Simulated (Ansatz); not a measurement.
# Molecular dynamics of AlH$_{4}$F (part 1 of 3)

The run: molecular dynamics of AlH$_{4}$F. Method and program: RKS B3LYP-D4/def2-SVP (Ansatz 0.2.0).

It belongs to a series of runs on one base structure; here: dynamics from the highest image of the converged band.

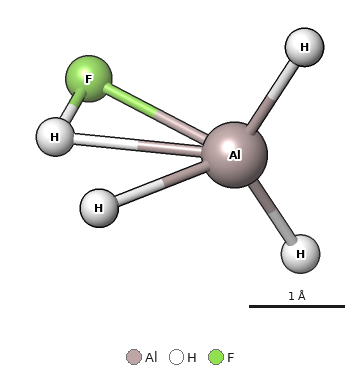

Fig. 1: The structure as given in the input (ball-and-stick view, seen at a tilt). Sticks mark near contacts. Bond lengths as drawn: Al–F 1.98 Å, Al–H 1.58 to 1.90 Å and F–H 1.04 Å.

**Key numbers**

```csv
quantity,value
outcome,finished
mean temperature over the second half,153 K
trajectory,"200 steps, 100 fs"
ensemble,nve
temperature in the input,300.0 K
time step,0.5 fs
potential energy (last step),−9374.8940 eV
mean-field energy (last step),−9374.8042 eV
largest force (length of the vector) (last step),1.824 eV/Å
hardware,"1 thread of Intel Xeon @ 2.50GHz (Skylake/Cascade Lake), 32 GiB of memory available, shared host"
wall time,4.1 min
peak memory,0.12 GiB
```

So short a trajectory is not equilibrated.

**The input**
```yaml
crystal:
  periodic: [false, false, false]
  atoms:
    - { symbol: Al, position_ang: [0.008233, -0.115362, 0.004483] }
    - { symbol: H, position_ang: [0.017578, 0.073391, 1.686091] }
    - { symbol: H, position_ang: [1.400551, 0.154734, -0.685264] }
    - { symbol: H, position_ang: [-1.404266, 0.096311, -0.664013] }
    - { symbol: F, position_ang: [0.058446, -1.914792, 0.825929] }
    - { symbol: H, position_ang: [0.04726, -1.192783, 1.574774] }
basis:
  gaussian: { orbitals: def2-SVP }
hamiltonian:
  xc: b3lyp
  dispersion: d4
md:
  timestep: 0.5
  n_steps: 200
  ensemble: nve
  temperature: 300.0
  initial_velocities: maxwell_boltzmann
  seed: 4453
```

Run as:
```bash
ansatz run input.yaml --threads 1 --pin off --max-ram 2048MiB --backend cpu --events-out ev --progress --plain --runs-dir out
```

**Log**
```
Engine: ansatz 0.2.0, x86_64-unknown-linux-gnu
Functional definition: B3LYP
  parameter a0 = 0.2
  parameter ax = 0.72
  parameter ac = 0.81
  exchange = (1 - a0 - ax)*slater_x + ax*b88_x + a0*exact_x
  correlation = (1 - ac)*vwn_rpa_c + ac*lyp_c
534 factors; integrals over basis functions are off by at most 3.4e-4 eV
mean field evaluation 1: about -9373.7897 eV, gradient 2.5e1 eV
mean field evaluation 2: about -9373.0727 eV, gradient 3.6e1 eV
mean field evaluation 4: about -9374.9142 eV, gradient 2.7e-1 eV
mean field evaluation 8: about -9374.9134 eV, gradient 3.5e-3 eV
mean field -9374.91341952 eV, -344.5217136227 hartree, gradient 2.1e-5 eV, S^2 0.000000; 0 other end points of the search recorded, 0 dependent functions left out
the calculation of the forces begins
reference -9374.91364156 eV, -344.5217217827 hartree; 13, 13 occupied and 39, 39 virtual orbitals, 534 factors
md step     0: t =     0.00 fs  T =   300.0 K  F+E_penalty+E_count = -9375.00527598 eV  E_kin = 0.155112 eV  conserved = -9374.85016398 eV  (21 SCF iters)
these checks for a lower state are left out or cut short: starts, cluster_reference, orbital_swaps, neighbouring_geometries, increment
534 factors; integrals over basis functions are off by at most 3.4e-4 eV
mean field evaluation 16: about -9374.9092 eV, gradient 2.5e-2 eV
mean field -9374.90917528 eV, -344.5215576498 hartree, gradient 1.5e-5 eV, S^2 0.000000; 0 other end points of the search recorded, 0 dependent functions left out
the calculation of the forces begins
reference -9374.90939710 eV, -344.5215658014 hartree; 13, 13 occupied and 39, 39 virtual orbitals, 534 factors
md step     1: t =     0.50 fs  T =   291.9 K  F+E_penalty+E_count = -9375.00108510 eV  E_kin = 0.150929 eV  conserved = -9374.85015614 eV  (21 SCF iters)
[... from here on the SCF iterations and repeated set-up lines of each step are left out, up to the last step ...]
md step     2: t =     1.00 fs  T =   268.8 K  F+E_penalty+E_count = -9374.98908184 eV  E_kin = 0.139004 eV  conserved = -9374.85007736 eV  (21 SCF iters)
md step     3: t =     1.50 fs  T =   233.4 K  F+E_penalty+E_count = -9374.97062692 eV  E_kin = 0.120695 eV  conserved = -9374.84993168 eV  (21 SCF iters)
md step     4: t =     2.00 fs  T =   190.3 K  F+E_penalty+E_count = -9374.94811777 eV  E_kin = 0.098382 eV  conserved = -9374.84973626 eV  (21 SCF iters)
md step     5: t =     2.50 fs  T =   145.4 K  F+E_penalty+E_count = -9374.92469967 eV  E_kin = 0.075176 eV  conserved = -9374.84952343 eV  (21 SCF iters)
md step     6: t =     3.00 fs  T =   105.3 K  F+E_penalty+E_count = -9374.90376590 eV  E_kin = 0.054433 eV  conserved = -9374.84933278 eV  (21 SCF iters)
md step     7: t =     3.50 fs  T =    75.7 K  F+E_penalty+E_count = -9374.88833565 eV  E_kin = 0.039132 eV  conserved = -9374.84920349 eV  (19 SCF iters)
md step     8: t =     4.00 fs  T =    60.5 K  F+E_penalty+E_count = -9374.88045061 eV  E_kin = 0.031288 eV  conserved = -9374.84916216 eV  (18 SCF iters)
md step     9: t =     4.50 fs  T =    61.0 K  F+E_penalty+E_count = -9374.88076687 eV  E_kin = 0.031552 eV  conserved = -9374.84921438 eV  (18 SCF iters)
md step    10: t =     5.00 fs  T =    75.7 K  F+E_penalty+E_count = -9374.88846937 eV  E_kin = 0.039126 eV  conserved = -9374.84934297 eV  (19 SCF iters)
md step    11: t =     5.50 fs  T =   100.6 K  F+E_penalty+E_count = -9374.90153060 eV  E_kin = 0.052016 eV  conserved = -9374.84951477 eV  (21 SCF iters)
md step    12: t =     6.00 fs  T =   130.6 K  F+E_penalty+E_count = -9374.91721698 eV  E_kin = 0.067525 eV  conserved = -9374.84969171 eV  (21 SCF iters)
md step    13: t =     6.50 fs  T =   160.2 K  F+E_penalty+E_count = -9374.93267690 eV  E_kin = 0.082835 eV  conserved = -9374.84984199 eV  (21 SCF iters)
md step    14: t =     7.00 fs  T =   184.7 K  F+E_penalty+E_count = -9374.94544666 eV  E_kin = 0.095502 eV  conserved = -9374.84994467 eV  (21 SCF iters)
md step    15: t =     7.50 fs  T =   200.7 K  F+E_penalty+E_count = -9374.95378108 eV  E_kin = 0.103788 eV  conserved = -9374.84999296 eV  (21 SCF iters)
md step    16: t =     8.00 fs  T =   206.5 K  F+E_penalty+E_count = -9374.95678177 eV  E_kin = 0.106791 eV  conserved = -9374.84999049 eV  (21 SCF iters)
md step    17: t =     8.50 fs  T =   202.0 K  F+E_penalty+E_count = -9374.95436567 eV  E_kin = 0.104420 eV  conserved = -9374.84994581 eV  (22 SCF iters)
md step    18: t =     9.00 fs  T =   188.1 K  F+E_penalty+E_count = -9374.94713950 eV  E_kin = 0.097270 eV  conserved = -9374.84986998 eV  (21 SCF iters)
md step    19: t =     9.50 fs  T =   167.2 K  F+E_penalty+E_count = -9374.93623239 eV  E_kin = 0.086459 eV  conserved = -9374.84977371 eV  (22 SCF iters)
md step    20: t =    10.00 fs  T =   142.1 K  F+E_penalty+E_count = -9374.92312549 eV  E_kin = 0.073458 eV  conserved = -9374.84966725 eV  (21 SCF iters)
md step    21: t =    10.50 fs  T =   115.9 K  F+E_penalty+E_count = -9374.90948795 eV  E_kin = 0.059929 eV  conserved = -9374.84955938 eV  (22 SCF iters)
md step    22: t =    11.00 fs  T =    92.0 K  F+E_penalty+E_count = -9374.89702245 eV  E_kin = 0.047563 eV  conserved = -9374.84945968 eV  (21 SCF iters)
md step    23: t =    11.50 fs  T =    73.4 K  F+E_penalty+E_count = -9374.88730841 eV  E_kin = 0.037931 eV  conserved = -9374.84937766 eV  (22 SCF iters)
md step    24: t =    12.00 fs  T =    62.5 K  F+E_penalty+E_count = -9374.88164592 eV  E_kin = 0.032323 eV  conserved = -9374.84932252 eV  (22 SCF iters)
md step    25: t =    12.50 fs  T =    61.1 K  F+E_penalty+E_count = -9374.88090785 eV  E_kin = 0.031606 eV  conserved = -9374.84930191 eV  (22 SCF iters)
md step    26: t =    13.00 fs  T =    69.8 K  F+E_penalty+E_count = -9374.88541925 eV  E_kin = 0.036099 eV  conserved = -9374.84932042 eV  (22 SCF iters)
md step    27: t =    13.50 fs  T =    88.0 K  F+E_penalty+E_count = -9374.89488794 eV  E_kin = 0.045510 eV  conserved = -9374.84937810 eV  (21 SCF iters)
md step    28: t =    14.00 fs  T =   114.0 K  F+E_penalty+E_count = -9374.90840739 eV  E_kin = 0.058938 eV  conserved = -9374.84946982 eV  (22 SCF iters)
md step    29: t =    14.50 fs  T =   145.0 K  F+E_penalty+E_count = -9374.92454202 eV  E_kin = 0.074957 eV  conserved = -9374.84958542 eV  (21 SCF iters)
md step    30: t =    15.00 fs  T =   177.5 K  F+E_penalty+E_count = -9374.94149039 eV  E_kin = 0.091779 eV  conserved = -9374.84971102 eV  (21 SCF iters)
md step    31: t =    15.50 fs  T =   207.9 K  F+E_penalty+E_count = -9374.95730576 eV  E_kin = 0.107474 eV  conserved = -9374.84983127 eV  (21 SCF iters)
md step    32: t =    16.00 fs  T =   232.5 K  F+E_penalty+E_count = -9374.97014081 eV  E_kin = 0.120209 eV  conserved = -9374.84993140 eV  (21 SCF iters)
md step    33: t =    16.50 fs  T =   248.5 K  F+E_penalty+E_count = -9374.97847962 eV  E_kin = 0.128480 eV  conserved = -9374.84999945 eV  (22 SCF iters)
md step    34: t =    17.00 fs  T =   253.9 K  F+E_penalty+E_count = -9374.98132411 eV  E_kin = 0.131296 eV  conserved = -9374.85002807 eV  (21 SCF iters)
md step    35: t =    17.50 fs  T =   248.1 K  F+E_penalty+E_count = -9374.97831360 eV  E_kin = 0.128300 eV  conserved = -9374.85001323 eV  (21 SCF iters)
md step    36: t =    18.00 fs  T =   231.8 K  F+E_penalty+E_count = -9374.96978131 eV  E_kin = 0.119826 eV  conserved = -9374.84995509 eV  (21 SCF iters)
md step    37: t =    18.50 fs  T =   206.7 K  F+E_penalty+E_count = -9374.95674974 eV  E_kin = 0.106893 eV  conserved = -9374.84985630 eV  (21 SCF iters)
md step    38: t =    19.00 fs  T =   176.3 K  F+E_penalty+E_count = -9374.94087083 eV  E_kin = 0.091146 eV  conserved = -9374.84972476 eV  (21 SCF iters)
md step    39: t =    19.50 fs  T =   144.5 K  F+E_penalty+E_count = -9374.92428638 eV  E_kin = 0.074709 eV  conserved = -9374.84957697 eV  (22 SCF iters)
md step    40: t =    20.00 fs  T =   115.9 K  F+E_penalty+E_count = -9374.90937326 eV  E_kin = 0.059937 eV  conserved = -9374.84943585 eV  (21 SCF iters)
md step    41: t =    20.50 fs  T =    94.9 K  F+E_penalty+E_count = -9374.89837894 eV  E_kin = 0.049050 eV  conserved = -9374.84932877 eV  (22 SCF iters)
md step    42: t =    21.00 fs  T =    84.6 K  F+E_penalty+E_count = -9374.89300013 eV  E_kin = 0.043721 eV  conserved = -9374.84927922 eV  (21 SCF iters)
md step    43: t =    21.50 fs  T =    86.5 K  F+E_penalty+E_count = -9374.89402485 eV  E_kin = 0.044727 eV  conserved = -9374.84929830 eV  (21 SCF iters)
md step    44: t =    22.00 fs  T =   100.1 K  F+E_penalty+E_count = -9374.90116022 eV  E_kin = 0.051779 eV  conserved = -9374.84938084 eV  (21 SCF iters)
md step    45: t =    22.50 fs  T =   123.0 K  F+E_penalty+E_count = -9374.91310612 eV  E_kin = 0.063598 eV  conserved = -9374.84950768 eV  (21 SCF iters)
md step    46: t =    23.00 fs  T =   151.2 K  F+E_penalty+E_count = -9374.92784060 eV  E_kin = 0.078187 eV  conserved = -9374.84965337 eV  (21 SCF iters)
md step    47: t =    23.50 fs  T =   180.3 K  F+E_penalty+E_count = -9374.94301127 eV  E_kin = 0.093217 eV  conserved = -9374.84979392 eV  (21 SCF iters)
md step    48: t =    24.00 fs  T =   205.8 K  F+E_penalty+E_count = -9374.95631658 eV  E_kin = 0.106406 eV  conserved = -9374.84991013 eV  (21 SCF iters)
md step    49: t =    24.50 fs  T =   224.0 K  F+E_penalty+E_count = -9374.96581094 eV  E_kin = 0.115821 eV  conserved = -9374.84999010 eV  (21 SCF iters)
md step    50: t =    25.00 fs  T =   232.3 K  F+E_penalty+E_count = -9374.97011613 eV  E_kin = 0.120090 eV  conserved = -9374.85002620 eV  (21 SCF iters)
md step    51: t =    25.50 fs  T =   229.3 K  F+E_penalty+E_count = -9374.96856903 eV  E_kin = 0.118557 eV  conserved = -9374.85001200 eV  (21 SCF iters)
md step    52: t =    26.00 fs  T =   215.4 K  F+E_penalty+E_count = -9374.96132864 eV  E_kin = 0.111384 eV  conserved = -9374.84994495 eV  (21 SCF iters)
md step    53: t =    26.50 fs  T =   192.6 K  F+E_penalty+E_count = -9374.94941611 eV  E_kin = 0.099586 eV  conserved = -9374.84982998 eV  (21 SCF iters)
md step    54: t =    27.00 fs  T =   164.3 K  F+E_penalty+E_count = -9374.93462605 eV  E_kin = 0.084942 eV  conserved = -9374.84968413 eV  (21 SCF iters)
md step    55: t =    27.50 fs  T =   134.8 K  F+E_penalty+E_count = -9374.91924704 eV  E_kin = 0.069711 eV  conserved = -9374.84953610 eV  (22 SCF iters)
md step    56: t =    28.00 fs  T =   108.7 K  F+E_penalty+E_count = -9374.90560604 eV  E_kin = 0.056188 eV  conserved = -9374.84941756 eV  (21 SCF iters)
md step    57: t =    28.50 fs  T =    89.4 K  F+E_penalty+E_count = -9374.89557046 eV  E_kin = 0.046220 eV  conserved = -9374.84935081 eV  (19 SCF iters)
md step    58: t =    29.00 fs  T =    79.0 K  F+E_penalty+E_count = -9374.89020313 eV  E_kin = 0.040864 eV  conserved = -9374.84933885 eV  (18 SCF iters)
md step    59: t =    29.50 fs  T =    78.0 K  F+E_penalty+E_count = -9374.88970895 eV  E_kin = 0.040342 eV  conserved = -9374.84936730 eV  (22 SCF iters)
md step    60: t =    30.00 fs  T =    85.6 K  F+E_penalty+E_count = -9374.89364810 eV  E_kin = 0.044233 eV  conserved = -9374.84941531 eV  (22 SCF iters)
md step    61: t =    30.50 fs  T =   100.2 K  F+E_penalty+E_count = -9374.90125503 eV  E_kin = 0.051788 eV  conserved = -9374.84946724 eV  (22 SCF iters)
md step    62: t =    31.00 fs  T =   120.2 K  F+E_penalty+E_count = -9374.91168622 eV  E_kin = 0.062168 eV  conserved = -9374.84951806 eV  (21 SCF iters)
md step    63: t =    31.50 fs  T =   144.2 K  F+E_penalty+E_count = -9374.92411042 eV  E_kin = 0.074539 eV  conserved = -9374.84957148 eV  (21 SCF iters)
md step    64: t =    32.00 fs  T =   170.3 K  F+E_penalty+E_count = -9374.93766389 eV  E_kin = 0.088030 eV  conserved = -9374.84963413 eV  (21 SCF iters)
md step    65: t =    32.50 fs  T =   196.6 K  F+E_penalty+E_count = -9374.95135304 eV  E_kin = 0.101642 eV  conserved = -9374.84971066 eV  (22 SCF iters)
md step    66: t =    33.00 fs  T =   220.8 K  F+E_penalty+E_count = -9374.96398599 eV  E_kin = 0.114186 eV  conserved = -9374.84980012 eV  (21 SCF iters)
md step    67: t =    33.50 fs  T =   240.4 K  F+E_penalty+E_count = -9374.97418866 eV  E_kin = 0.124293 eV  conserved = -9374.84989524 eV  (21 SCF iters)
md step    68: t =    34.00 fs  T =   252.5 K  F+E_penalty+E_count = -9374.98052617 eV  E_kin = 0.130545 eV  conserved = -9374.84998118 eV  (21 SCF iters)
md step    69: t =    34.50 fs  T =   254.7 K  F+E_penalty+E_count = -9374.98173423 eV  E_kin = 0.131696 eV  conserved = -9374.85003794 eV  (21 SCF iters)
md step    70: t =    35.00 fs  T =   245.6 K  F+E_penalty+E_count = -9374.97703329 eV  E_kin = 0.126990 eV  conserved = -9374.85004328 eV  (21 SCF iters)
md step    71: t =    35.50 fs  T =   225.3 K  F+E_penalty+E_count = -9374.96647219 eV  E_kin = 0.116494 eV  conserved = -9374.84997843 eV  (21 SCF iters)
md step    72: t =    36.00 fs  T =   196.1 K  F+E_penalty+E_count = -9374.95120425 eV  E_kin = 0.101367 eV  conserved = -9374.84983743 eV  (21 SCF iters)
md step    73: t =    36.50 fs  T =   162.3 K  F+E_penalty+E_count = -9374.93355919 eV  E_kin = 0.083924 eV  conserved = -9374.84963504 eV  (21 SCF iters)
md step    74: t =    37.00 fs  T =   130.3 K  F+E_penalty+E_count = -9374.91678527 eV  E_kin = 0.067373 eV  conserved = -9374.84941268 eV  (21 SCF iters)
md step    75: t =    37.50 fs  T =   106.7 K  F+E_penalty+E_count = -9374.90440586 eV  E_kin = 0.055178 eV  conserved = -9374.84922801 eV  (21 SCF iters)
md step    76: t =    38.00 fs  T =    97.1 K  F+E_penalty+E_count = -9374.89932088 eV  E_kin = 0.050184 eV  conserved = -9374.84913737 eV  (19 SCF iters)
md step    77: t =    38.50 fs  T =   104.0 K  F+E_penalty+E_count = -9374.90294576 eV  E_kin = 0.053774 eV  conserved = -9374.84917134 eV  (18 SCF iters)
md step    78: t =    39.00 fs  T =   126.5 K  F+E_penalty+E_count = -9374.91475044 eV  E_kin = 0.065431 eV  conserved = -9374.84931956 eV  (18 SCF iters)
md step    79: t =    39.50 fs  T =   160.3 K  F+E_penalty+E_count = -9374.93241678 eV  E_kin = 0.082881 eV  conserved = -9374.84953556 eV  (21 SCF iters)
md step    80: t =    40.00 fs  T =   198.8 K  F+E_penalty+E_count = -9374.95254465 eV  E_kin = 0.102787 eV  conserved = -9374.84975805 eV  (21 SCF iters)
md step    81: t =    40.50 fs  T =   235.3 K  F+E_penalty+E_count = -9374.97159452 eV  E_kin = 0.121659 eV  conserved = -9374.84993510 eV  (21 SCF iters)
md step    82: t =    41.00 fs  T =   264.3 K  F+E_penalty+E_count = -9374.98670179 eV  E_kin = 0.136664 eV  conserved = -9374.85003736 eV  (21 SCF iters)
md step    83: t =    41.50 fs  T =   282.5 K  F+E_penalty+E_count = -9374.99613738 eV  E_kin = 0.146075 eV  conserved = -9374.85006248 eV  (21 SCF iters)
md step    84: t =    42.00 fs  T =   288.8 K  F+E_penalty+E_count = -9374.99936849 eV  E_kin = 0.149342 eV  conserved = -9374.85002690 eV  (20 SCF iters)
md step    85: t =    42.50 fs  T =   284.1 K  F+E_penalty+E_count = -9374.99682646 eV  E_kin = 0.146872 eV  conserved = -9374.84995467 eV  (20 SCF iters)
md step    86: t =    43.00 fs  T =   270.1 K  F+E_penalty+E_count = -9374.98953852 eV  E_kin = 0.139669 eV  conserved = -9374.84986970 eV  (20 SCF iters)
md step    87: t =    43.50 fs  T =   249.4 K  F+E_penalty+E_count = -9374.97875919 eV  E_kin = 0.128970 eV  conserved = -9374.84978933 eV  (20 SCF iters)
md step    88: t =    44.00 fs  T =   224.3 K  F+E_penalty+E_count = -9374.96570175 eV  E_kin = 0.115981 eV  conserved = -9374.84972109 eV  (22 SCF iters)
md step    89: t =    44.50 fs  T =   196.8 K  F+E_penalty+E_count = -9374.95142130 eV  E_kin = 0.101759 eV  conserved = -9374.84966242 eV  (21 SCF iters)
```
